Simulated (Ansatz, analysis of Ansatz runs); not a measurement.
# A hop of H in BaH2 (Pnma), charge +1

Aim: the barrier of one jump in BaH2 (Pnma) at charge +1: V_H hop (3.0 Å). The model is a cell of 48 host atoms with 1 H taken out; H is the atom that moves.

Main program and level: Ansatz 0.2.0; plane-wave PAW DFT, LDA; nudged elastic band between two relaxed defect structures at fixed charge in a uniform background.

## 1. The starting structure

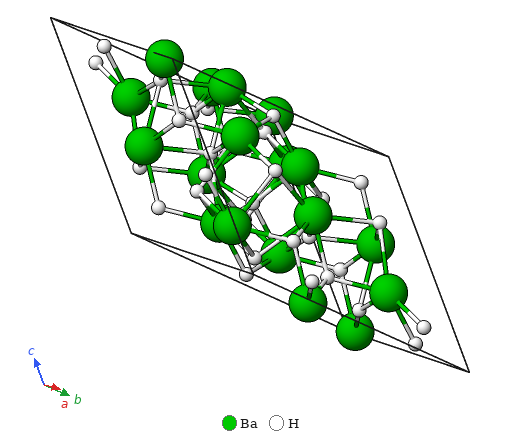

The starting structure, seen slightly off an axis (barium green, hydrogen white). Some periodic images of atoms are drawn too.

The cell holds 47 atoms: 16 Ba and 31 H. Cell: a = 10.845 Å, b = 10.845 Å, c = 10.845 Å, α = 105.9°, β = 135.9°, γ = 90.4°. It derives from BaH2 (space group Pnma). Nearest the centre at fractional (0.500, 0.751, 0.751): H45 at 1.51 Å, Ba8 at 2.04 Å, Ba2 at 2.07 Å, H28 at 2.59 Å, H30 at 2.59 Å, H47 at 3.25 Å, H42 at 3.26 Å, Ba6 at 3.53 Å. The cell carries charge +1.

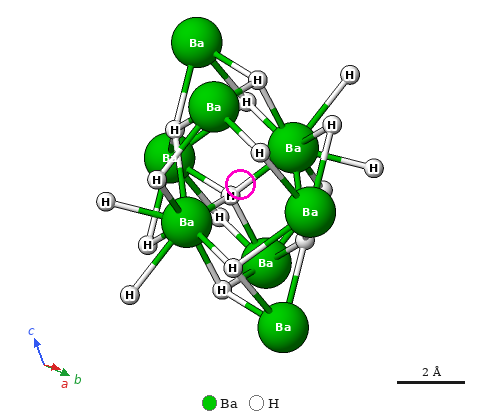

The atoms within 5 Å of the centre. A ring marks the centre wherever it is empty.

The cell's shortest repeat is 8.1 Å.

## 2. Relaxation of the start point, charge +1

The ends come first: from an unrelaxed start the top is counted from too high an energy, and the barrier comes out too low. Small random displacements break the symmetry of the ideal sites, so that the defect can distort if it gains by it. The charge of +1 is set by the electron count, and a uniform background keeps the cell neutral.

Contents of qp1.start/input.yaml:

```yaml
crystal:
  lattice:
    - [-6.53156156, 4.0733167, 7.63914587]
    - [6.53156156, -4.0733167, 7.63914587]
    - [6.53156156, 4.0733167, -7.63914587]
  atoms:
    - { symbol: Ba, position: [0.31925943, 0.07412113, 0.00486169] }
    - { symbol: Ba, position: [0.31925943, 0.57412113, 0.50486169] }
    - { symbol: Ba, position: [0.81925943, 0.07412113, 0.50486169] }
    - { symbol: Ba, position: [0.81925943, 0.57412113, 0.00486169] }
    - { symbol: Ba, position: [0.18074057, 0.42587887, 0.99513831] }
    - { symbol: Ba, position: [0.18074057, 0.92587887, 0.49513831] }
    - { symbol: Ba, position: [0.68074057, 0.42587887, 0.49513831] }
    - { symbol: Ba, position: [0.68074057, 0.92587887, 0.99513831] }
    - { symbol: Ba, position: [0.18074057, 0.18560226, 0.25486169] }
    - { symbol: Ba, position: [0.18074057, 0.68560226, 0.75486169] }
    - { symbol: Ba, position: [0.68074057, 0.18560226, 0.75486169] }
    - { symbol: Ba, position: [0.68074057, 0.68560226, 0.25486169] }
    - { symbol: Ba, position: [0.31925943, 0.31439774, 0.74513831] }
    - { symbol: Ba, position: [0.31925943, 0.81439774, 0.24513831] }
    - { symbol: Ba, position: [0.81925943, 0.31439774, 0.24513831] }
    - { symbol: Ba, position: [0.81925943, 0.81439774, 0.74513831] }
    - { symbol: H, position: [0.4698856, 0.10861388, 0.88872829] }
    - { symbol: H, position: [0.4698856, 0.60861388, 0.38872829] }
    - { symbol: H, position: [0.9698856, 0.10861388, 0.38872829] }
    - { symbol: H, position: [0.9698856, 0.60861388, 0.88872829] }
    - { symbol: H, position: [0.0301144, 0.39138612, 0.11127171] }
    - { symbol: H, position: [0.0301144, 0.89138612, 0.61127171] }
    - { symbol: H, position: [0.5301144, 0.39138612, 0.61127171] }
    - { symbol: H, position: [0.5301144, 0.89138612, 0.11127171] }
    - { symbol: H, position: [0.0301144, 0.41884269, 0.63872829] }
    - { symbol: H, position: [0.0301144, 0.91884269, 0.13872829] }
    - { symbol: H, position: [0.5301144, 0.41884269, 0.13872829] }
    - { symbol: H, position: [0.5301144, 0.91884269, 0.63872829] }
    - { symbol: H, position: [0.4698856, 0.08115731, 0.36127171] }
    - { symbol: H, position: [0.4698856, 0.58115731, 0.86127171] }
    - { symbol: H, position: [0.9698856, 0.08115731, 0.86127171] }
    - { symbol: H, position: [0.9698856, 0.58115731, 0.36127171] }
    - { symbol: H, position: [0.33911477, 0.13913341, 0.55001864] }
    - { symbol: H, position: [0.33911477, 0.63913341, 0.05001864] }
    - { symbol: H, position: [0.83911477, 0.13913341, 0.05001864] }
    - { symbol: H, position: [0.83911477, 0.63913341, 0.55001864] }
    - { symbol: H, position: [0.16088523, 0.36086659, 0.44998136] }
    - { symbol: H, position: [0.16088523, 0.86086659, 0.94998136] }
    - { symbol: H, position: [0.66088523, 0.36086659, 0.94998136] }
    - { symbol: H, position: [0.66088523, 0.86086659, 0.44998136] }
    - { symbol: H, position: [0.16088523, 0.21090387, 0.80001864] }
    - { symbol: H, position: [0.16088523, 0.71090387, 0.30001864] }
    - { symbol: H, position: [0.66088523, 0.21090387, 0.30001864] }
    - { symbol: H, position: [0.33911477, 0.28909613, 0.19998136] }
    - { symbol: H, position: [0.33911477, 0.78909613, 0.69998136] }
    - { symbol: H, position: [0.83911477, 0.28909613, 0.69998136] }
    - { symbol: H, position: [0.83911477, 0.78909613, 0.19998136] }
total_charge: 1
basis:
  ecutwfc: 420
  xc_grid: 2
hamiltonian:
  xc: lda
kpoints:
  mp_grid: { grid: [1, 1, 1], shift: [0.25, 0.25, 0.25] }
scf:
  occupations: { method: fixed }
  max_iter: 80
output:
  forces: true
relax:
  f_tol: 0.015
  max_steps: 70
  random_displacement: { amplitude: 0.03, seed: 1705 }
```

The run is started by

```bash
$ ansatz run input.yaml --threads 4 --pin off --max-ram 7536MiB --backend cpu --events-out ev --progress --plain --runs-dir out
```

Numbers of over 12 decimals in the logs are rounded to 6 here.

The log of the run:

```text
[... repeated set-up lines and file paths are left out, and long positions are rounded to six places ...]
The last accepted step is kept in <dir> (removed where the run ends without a failure and the disk answers)
Engine: ansatz 0.2.0, x86_64-unknown-linux-gnu
Pseudopotentials: kind: paw
Pseudopotential: Ba, paw, valence charge 10, recommended cutoff 420 eV (normal), Ba.paw.azcp
Pseudopotential: H, paw, valence charge 1, recommended cutoff 420 eV (normal), H.paw.azcp
Functional definition: SPW92
  exchange = slater_x
  correlation = pw_c
Crystal: 47 atoms, lattice volume = 812.962 Å³
Basis set: ecut = 420 eV, 15881 PW (Γ), exchange–correlation on 150×150×150 points (8 copies of the dense FFT grid, shifted against one another)
Bands: 142, of which v1, the nominal top of the filled ones, is band 95 counted from 1 (94 counted from 0)
Symmetry: 1 space group operations
k-points: 1
Non-local potential: Ba, projectors of the file, l = 0: 3, l = 1: 2, l = 2: 2, l = 3: 2
Non-local potential: H, projectors of the file, l = 0: 2, l = 1: 1
PAW form: soft (Blöchl's): semilocal exchange-correlation on the pseudo side does not see the compensation charge
PAW frozen core: Ba, regenerated for the run's functional, and the local potential with it (the file was generated under x = pbe(κ = 0.804, μ = 0.219515), c = pbe(β = 0.066725))
PAW one-centre angular grid: Ba, 194 points (default); XC on 64 Gauss nodes
PAW one-centre angular grid: H, 110 points (default); XC on 64 Gauss nodes
Initial density: superposition of atomic densities (neutral atoms scaled as one to the charged cell's electrons: chi_scale 0, normalization atom), corrected by the library's trained network
Initial wavefunctions: pseudopotential atomic-orbital guess
Functional: x = slater, c = lda
SCF iter   1: F=—  HF=-92990.438769 eV  |F-HF|=—  |Δ(HF+E_count)|=         —  Δρ=1.09e-2  dr2=1.17e0  ethr=1.77e-3  ⟨swp⟩=7.0  Hψ=451  notcnv=0  defer=44
preconditioner: auto → Resta (q_TF=auto, 2.141 Å⁻¹)  ε∞=2.8  [insulator: Δε(μ)=2.327 eV  Ē_g=12.100 eV  n_scr=138 (ndim 8)  ℏωp=16.4 eV  f_vac=0.000  ε∞_Penn≈2.8]
SCF iter   2: F=—  HF=-92990.061812 eV  |F-HF|=—  |Δ(HF+E_count)|=   3.77e-1  Δρ=4.05e-3  dr2=1.77e-1  ethr=6.17e-4  ⟨swp⟩=3.0  Hψ=188  notcnv=0  defer=45
SCF iter   3: F=—  HF=-92990.003821 eV  |F-HF|=—  |Δ(HF+E_count)|=   5.80e-2  Δρ=6.20e-4  dr2=5.15e-3  ethr=9.33e-5  ⟨swp⟩=5.0  Hψ=140  notcnv=0  defer=23
automatic band count: iteration 3 solves 119 bands in place of 142: the levels show a gap, and the empty bands left out lie too high to hold charge; the band table lists the bands solved (type scf.n_extra_bands for more)
SCF iter   4: F=—  HF=-92990.005572 eV  |F-HF|=—  |Δ(HF+E_count)|=   1.75e-3  Δρ=1.58e-4  dr2=4.84e-4  ethr=2.71e-6  ⟨swp⟩=6.0  Hψ=214  notcnv=0  defer=23
SCF iter   5: F=—  HF=-92990.005593 eV  |F-HF|=—  |Δ(HF+E_count)|=   2.01e-5  Δρ=3.67e-5  dr2=1.66e-5  ethr=2.55e-7  ⟨swp⟩=2.0  Hψ=200  notcnv=0  defer=22
SCF iter   6: F=-92990.005602 eV  HF=-92990.005603 eV  |F-HF|=5.50e-8  |Δ(HF+E_count)|=   1.00e-5  Δρ=8.68e-6  dr2=6.85e-7  ethr=2.96e-9  ⟨swp⟩=5.0  Hψ=412  notcnv=0
SCF 1 converged in 6 iterations: F = -92990.005602 eV  dr2 = 6.85e-7
  greatest PAW one-centre occupation: 0.956 electrons in one spin orbital (limit 2), on the Ba atom at site 15 (counted from 0), in its partial waves of l = 0
relax step   1: F+E_penalty+E_count = -92990.00560249 eV  Δ(F+E_penalty+E_count) = +0.000e0 eV  max|allowed force component| = 6.749e-1 eV/Å  Δτ_max = 0.0000 Å  (6 SCF iters, dr2 threshold 5.63e-6 eV, accepted)
[... the SCF cycles and remarks between the steps are left out from here to the last step ...]
relax step   2: F+E_penalty+E_count = -92990.13804845 eV  Δ(F+E_penalty+E_count) = -1.324e-1 eV  max|allowed force component| = 5.089e-1 eV/Å  Δτ_max = 0.1950 Å  (5 SCF iters, dr2 threshold 2.85e-5 eV, accepted)
relax step   3: F+E_penalty+E_count = -92990.33251869 eV  Δ(F+E_penalty+E_count) = -1.945e-1 eV  max|allowed force component| = 6.947e-2 eV/Å  Δτ_max = 0.1967 Å  (5 SCF iters, dr2 threshold 1.62e-5 eV, accepted)
relax step   4: F+E_penalty+E_count = -92990.34736381 eV  Δ(F+E_penalty+E_count) = -1.485e-2 eV  max|allowed force component| = 1.225e-2 eV/Å  Δτ_max = 0.0660 Å  (5 SCF iters, dr2 threshold 3.02e-7 eV, accepted)
iter 1 solved again at ethr=9.89e-11 eV; its pass at ethr=3.10e-3 eV (dr2=1.88e-7 eV) is discarded
SCF iter   1: F=—  HF=-92990.347364 eV  |F-HF|=—  |Δ(HF+E_count)|=         —  Δρ=3.76e-6  dr2=1.88e-7  ethr=9.89e-11  ⟨swp⟩=1.0  Hψ=262  notcnv=0  defer=19
automatic band count: iteration 1 solves 119 bands in place of 142: the levels show a gap, and the empty bands left out lie too high to hold charge; the band table lists the bands solved (type scf.n_extra_bands for more)
SCF iter   2: F=-92990.347364 eV  HF=-92990.347364 eV  |F-HF|=4.07e-10  |Δ(HF+E_count)|=   1.21e-8  Δρ=1.98e-6  dr2=4.64e-8  ethr=5.26e-11  ⟨swp⟩=2.0  Hψ=318  notcnv=0
SCF 5 converged in 2 iterations: F = -92990.347364 eV  dr2 = 4.64e-8
relax step   5: F+E_penalty+E_count = -92990.34736386 eV  Δ(F+E_penalty+E_count) = -5.050e-8 eV  max|allowed force component| = 1.223e-2 eV/Å  Δτ_max = 0.0000 Å  (2 SCF iters, accepted)
SCF converged after 2 iterations
Free energy (F): -92990.347364 eV
Harris-Foulkes:  -92990.347364 eV  (|F-HF|=4.07e-10)
Internal energy: -92990.347364 eV  (E = F + TS)
E sigma→0 (E₀):  -92990.347364 eV
Fermi energy:    4.937152 eV
--- Per-component energies (eV) ---
  E_band       = -937.660851
  E_kinetic    = 3104.299725
  E_local      = -4812.341985  (includes V_loc(G=0)·N_el)
  E_nonlocal   = 999.708068
  E_hartree    = 1467.238247
  E_xc         = -2942.862779
  E_vxc        = -2529.380738  (∫ρ·V_xc dr)
  E_paw        = -80935.500120  (= ΣΔE_a)
  E_vpaw       = -634.387066  (= ΣTr[D̂ρ^β])
  E_aug_tail   = -0.033634  (compensation charges beyond the density's cutoff)
  E_ewald      = -9875.375134
  E_core_change = 4.520250  (= ΣΔE_core)
  E_smearing   = -0.000000  (= −TS)
  E_closure    = 0.000000  (closes the sum)
  E_deformation_potential = 14.981233  (in the stress; not in F)
  Σ components = -92990.347364   (vs F -92990.347364, Δ=0.00e0)
--- Forces (eV/Å), atoms counted from 1 ---
  atom   1  Ba     0.00386592     0.00290348    -0.00101263
  atom   2  Ba     0.00146782     0.00195545     0.00374761
  [... 1 atom left out ...]
  atom   4  Ba     0.00273563    -0.00083438     0.00397884
  [... 1 atom left out ...]
  atom   6  Ba    -0.00650878     0.00086408    -0.00579647
  [... 1 atom left out ...]
  atom   8  Ba     0.00648653     0.00086005     0.00610253
  [... 15 atoms left out ...]
  atom  24  H      0.00137851    -0.00007139     0.00214569
  [... 3 atoms left out ...]
  atom  28  H      0.00083993     0.00025161     0.00556126
  [... 1 atom left out ...]
  atom  30  H      0.00559577     0.00017429    -0.00701256
  [... 11 atoms left out ...]
  atom  42  H     -0.00781029     0.00011561     0.00047864
  [... 2 atoms left out ...]
  atom  45  H     -0.00045649     0.00602023    -0.01025219
  [... 1 atom left out ...]
  atom  47  H     -0.00021230    -0.00786183    -0.01141501
  max |Σ_I F_I| component: 1.38e-5 eV/Å
--- Relaxed structure (5 steps of the walk, 5 accepted, 0 SCFs on fresh bases) ---
  F+E_penalty+E_count = -92990.34736386 eV   max|allowed force component| = 1.223e-2 eV/Å
  atoms:
    - { symbol: Ba, position: [0.318915, 0.075847, 0.006156] }
    - { symbol: Ba, position: [0.312387, 0.571338, 0.498669] }
    [... 1 atom left out ...]
    - { symbol: Ba, position: [0.822576, 0.571234, 0.008786] }
    [... 1 atom left out ...]
    - { symbol: Ba, position: [0.175693, 0.920307, 0.494502] }
    [... 1 atom left out ...]
    - { symbol: Ba, position: [0.681537, 0.941717, 1.010130] }
    [... 15 atoms left out ...]
    - { symbol: H, position: [0.528882, 0.893461, 0.114609] }
    [... 3 atoms left out ...]
    - { symbol: H, position: [0.536593, 0.899165, 0.647985] }
    [... 1 atom left out ...]
    - { symbol: H, position: [0.478041, 0.586596, 0.858532] }
    [... 11 atoms left out ...]
    - { symbol: H, position: [0.158561, 0.707074, 0.298374] }
    [... 2 atoms left out ...]
    - { symbol: H, position: [0.348984, 0.788230, 0.704889] }
    [... 1 atom left out ...]
    - { symbol: H, position: [0.833389, 0.788180, 0.189156] }
```

It took 11 s on 4 threads of Intel Xeon 6975P-C (Granite Rapids), shared host; peak memory 0.93 GiB.

The steps of the relaxation:

```csv
step,energy less that of the first step (eV),largest force component (eV/Å)
1,0.0000,0.6749
2,-0.1324,0.5089
3,-0.3269,0.0695
4,-0.3418,0.0122
5,-0.3418,0.0122
```

The atoms that moved most (Å, from the sites as typed, ahead of the random displacement, the mean shift of all atoms taken out):

```csv
atom,dx,dy,dz,length
H26,-0.111,-0.145,-0.168,0.248
H28,-0.111,0.144,-0.168,0.248
Ba8,0.195,0.000,0.016,0.196
Ba16,-0.081,0.000,0.133,0.156
H30,-0.037,0.000,0.128,0.134
H20,0.057,-0.106,-0.017,0.122
H18,0.057,0.106,-0.017,0.121
H32,0.031,0.000,0.114,0.118
```

Neighbours of H45 at the end:

```csv
atom,distance (Å)
Ba6,2.543
Ba8,2.545
Ba10,2.547
Ba2,2.552
H28,2.853
H30,2.866
H32,2.939
H42,3.041
H24,3.096
```

This step gave:

* free energy: -92990.3474 eV
* largest move from the ideal geometry of this structure, a common shift of the far atoms taken out: 0.2576 Å

The relaxation gained 0.342 eV and ended with a largest force component of 0.012 eV/Å.

## 3. Relaxation of the end point, charge +1

The end point is relaxed in the same cell and settings, so that the two energies compare.

Contents of qp1.end/input.yaml:

```yaml
crystal:
  lattice:
    - [-6.53156156, 4.0733167, 7.63914587]
    - [6.53156156, -4.0733167, 7.63914587]
    - [6.53156156, 4.0733167, -7.63914587]
  atoms:
    - { symbol: Ba, position: [0.31925943, 0.07412113, 0.00486169] }
    - { symbol: Ba, position: [0.31925943, 0.57412113, 0.50486169] }
[... 1 atom line left out ...]
    - { symbol: Ba, position: [0.81925943, 0.57412113, 0.00486169] }
[... 1 atom line left out ...]
    - { symbol: Ba, position: [0.18074057, 0.92587887, 0.49513831] }
[... 1 atom line left out ...]
    - { symbol: Ba, position: [0.68074057, 0.92587887, 0.99513831] }
[... 1 atom line left out ...]
    - { symbol: Ba, position: [0.18074057, 0.68560226, 0.75486169] }
[... 7 atom lines left out ...]
    - { symbol: H, position: [0.4698856, 0.60861388, 0.38872829] }
[... 5 atom lines left out ...]
    - { symbol: H, position: [0.5301144, 0.89138612, 0.11127171] }
[... 3 atom lines left out ...]
    - { symbol: H, position: [0.5301144, 0.91884269, 0.63872829] }
[... 1 atom line left out ...]
    - { symbol: H, position: [0.4698856, 0.58115731, 0.86127171] }
[... 11 atom lines left out ...]
    - { symbol: H, position: [0.16088523, 0.71090387, 0.30001864] }
[... 2 atom lines left out ...]
    - { symbol: H, position: [0.660785, 0.713243, 0.802458] }
[... 1 atom line left out ...]
    - { symbol: H, position: [0.83911477, 0.78909613, 0.19998136] }
total_charge: 1
basis:
  ecutwfc: 420
  xc_grid: 2
hamiltonian:
  xc: lda
kpoints:
  mp_grid: { grid: [1, 1, 1], shift: [0.25, 0.25, 0.25] }
scf:
  occupations: { method: fixed }
  max_iter: 80
output:
  forces: true
relax:
  f_tol: 0.015
  max_steps: 70
  random_displacement: { amplitude: 0.03, seed: 1705 }
```

The log of the run:

```text
[...]
Crystal: 47 atoms, lattice volume = 812.962 Å³
Basis set: ecut = 420 eV, 15881 PW (Γ), exchange–correlation on 150×150×150 points (8 copies of the dense FFT grid, shifted against one another)
Bands: 142, of which v1, the nominal top of the filled ones, is band 95 counted from 1 (94 counted from 0)
Symmetry: 1 space group operations
k-points: 1
[...]
SCF iter   1: F=—  HF=-92990.408500 eV  |F-HF|=—  |Δ(HF+E_count)|=         —  Δρ=1.09e-2  dr2=1.18e0  ethr=1.77e-3  ⟨swp⟩=10.0  Hψ=610  notcnv=0  defer=44
[...]
SCF iter   6: F=-92989.972338 eV  HF=-92989.972338 eV  |F-HF|=4.16e-9  |Δ(HF+E_count)|=   9.09e-6  Δρ=7.86e-6  dr2=5.48e-7  ethr=2.96e-9  ⟨swp⟩=5.0  Hψ=412  notcnv=0
SCF 1 converged in 6 iterations: F = -92989.972338 eV  dr2 = 5.48e-7
[...]
max |Σ_I F_I| component: 3.55e-5 eV/Å
--- Relaxed structure (5 steps of the walk, 5 accepted, 0 SCFs on fresh bases) ---
  F+E_penalty+E_count = -92990.34776731 eV   max|allowed force component| = 7.792e-3 eV/Å
  atoms:
    - { symbol: Ba, position: [0.318948, 0.077483, 0.008526] }
    - { symbol: Ba, position: [0.317804, 0.557598, 0.489734] }
    [... 1 atom left out ...]
    - { symbol: Ba, position: [0.824177, 0.580291, 0.006071] }
    [... 1 atom left out ...]
    - { symbol: Ba, position: [0.176984, 0.928473, 0.491639] }
    [... 1 atom left out ...]
    - { symbol: Ba, position: [0.686806, 0.928479, 1.001441] }
    [... 15 atoms left out ...]
    - { symbol: H, position: [0.518183, 0.888002, 0.094562] }
    [... 3 atoms left out ...]
    - { symbol: H, position: [0.522080, 0.913414, 0.641350] }
    [... 1 atom left out ...]
    - { symbol: H, position: [0.462824, 0.600292, 0.852196] }
    [... 11 atoms left out ...]
    - { symbol: H, position: [0.166960, 0.712044, 0.311948] }
    [... 2 atoms left out ...]
    - { symbol: H, position: [0.650062, 0.712047, 0.795020] }
    [... 1 atom left out ...]
    - { symbol: H, position: [0.840907, 0.793416, 0.202462] }
[key lines of the parts left out:]
SCF converged after 5 iterations
Free energy (F): -92990.347767 eV
Fermi energy:    4.935871 eV
```

The job ended after 12 s (4 threads; peak memory 0.94 GiB).

Relaxation path:

```csv
step,energy less that of the first step (eV),largest force component (eV/Å)
1,0.0000,0.7030
2,-0.1824,0.5688
3,-0.3502,0.0950
4,-0.3716,0.0313
5,-0.3754,0.0078
```

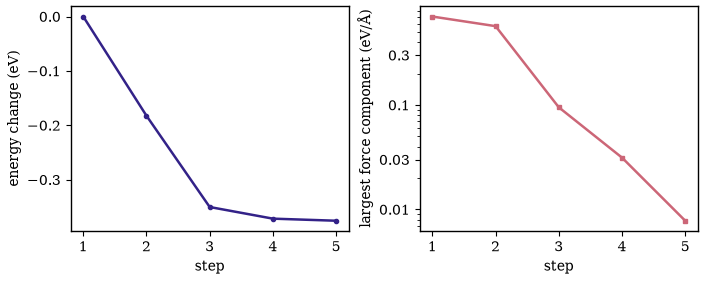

Energy and largest force along the relaxation.

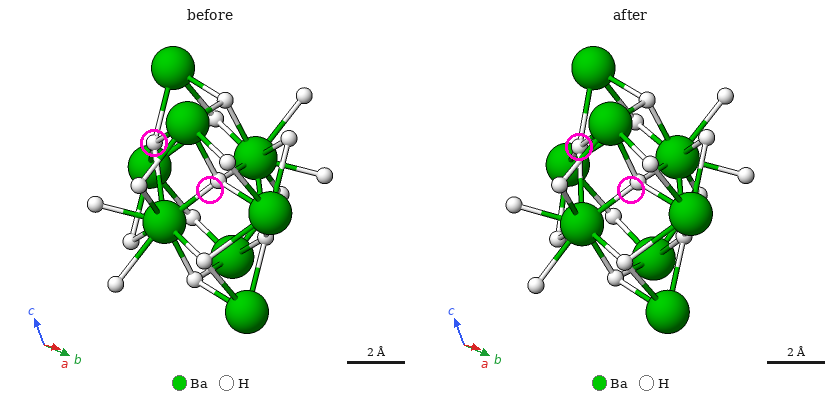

Before and after: the atoms that start within 5 Å of the centre. H30, which moves most, is ringed if it is among them. A ring with no atom in it marks the empty centre.

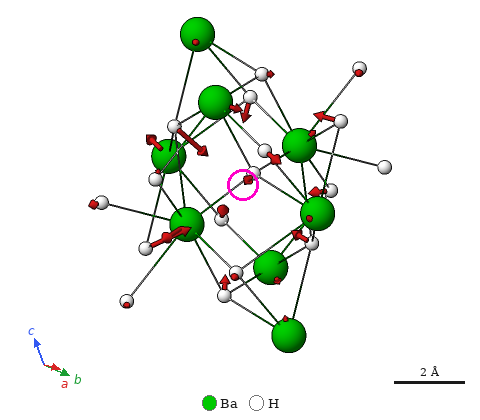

Displacements in the relaxation from the typed sites near the centre, exaggerated, the mean shift taken out; the longest in the cell stands for 0.25 Å. A ring marks the centre wherever it is empty.

The atoms that moved most (Å, from the sites as typed, ahead of the random displacement, the mean shift of all atoms taken out):

```csv
atom,dx,dy,dz,length
H30,0.111,-0.144,0.165,0.245
H32,0.111,0.143,0.165,0.245
Ba2,-0.198,0.000,-0.018,0.199
Ba10,0.084,0.000,-0.132,0.157
H26,-0.031,0.000,-0.121,0.125
H28,0.033,0.000,-0.119,0.124
H17,-0.101,0.000,-0.065,0.120
H20,-0.055,0.000,0.106,0.120
```

Neighbours of H45 at the end:

```csv
atom,distance (Å)
Ba16,2.544
Ba4,2.545
Ba2,2.547
Ba8,2.549
H30,2.856
H28,2.863
H26,2.934
H47,3.048
H18,3.097
```

Read from the output:

```yaml
free_energy: -92990.3478 eV
largest_move_from_the_ideal_geometry_of_this_structure_a_common_shift_of_the_far_atoms_taken_out: 0.2551 Å
```

The relaxation gained 0.375 eV and ended with a largest force component of 0.0078 eV/Å. The end lies within 1 meV of the start.

(Continued in part 2 of 3.)

[Logs are printed without paths, hosts, clocks, repeated set-up lines and the standing remarks that a program may print on its own settings, such as how far it seeks lower states.]

[Hosts, paths, dates, database ids (printed as entryN), source tags and the programs' standing remarks are cut or masked in the printed files.]
